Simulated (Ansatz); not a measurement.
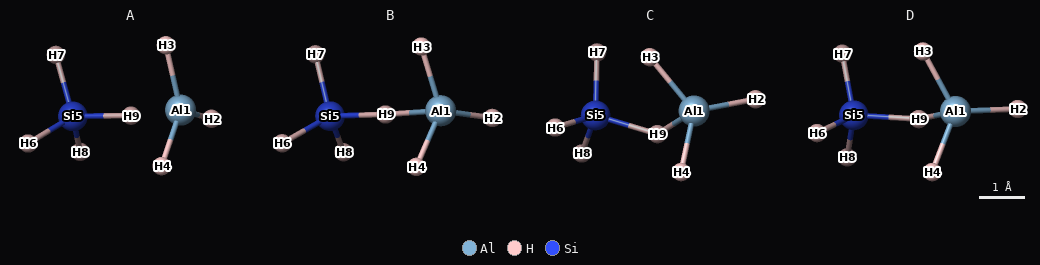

4 geometries from one relaxation of AlSiH7, in shuffled order. A ball-and-stick model, seen from a free direction.

The run prepares an end point of a later path (reaction) calculation, from a guessed geometry.

These are results of RKS PBE0-D4/6-31G* in Ansatz, not measurements. Set-up: no spin polarisation; force threshold 0.03 eV/Å; at most 50 steps.

Put them in the order of the run, from the start to the converged end.

Answer. A, B, D, C. They are steps 0, 3, 8, 17, at +6.84 kcal/mol, +1.99 kcal/mol, +0.44 kcal/mol relative to the last. The atom that moves furthest after the best rigid fit is H3 (1.01 Å). By element the largest moves are H 1.01 Å, Al 0.29 Å, Si 0.16 Å. Some distances before and after: Al1–Si5 3.512 → 3.087 Å, Al1–H9 2.159 → 1.994 Å, Si5–H9 1.484 → 1.517 Å, Al1–H2 1.568 → 1.595 Å. Bond angles that change, for instance: H8–Si5–H9 106.7° → 103.6°, H6–Si5–H7 110.2° → 112.9°. After 17 geometry steps the energy has fallen by 6.84 kcal/mol. Largest force component: 0.69 eV/Å at the start, 0.026 eV/Å at the end. The forces were under the threshold at step 9, but the run went on from there. Cost: 34 s on 1 thread of Arm Neoverse V1 (shared host), peak memory 0.11 GiB.
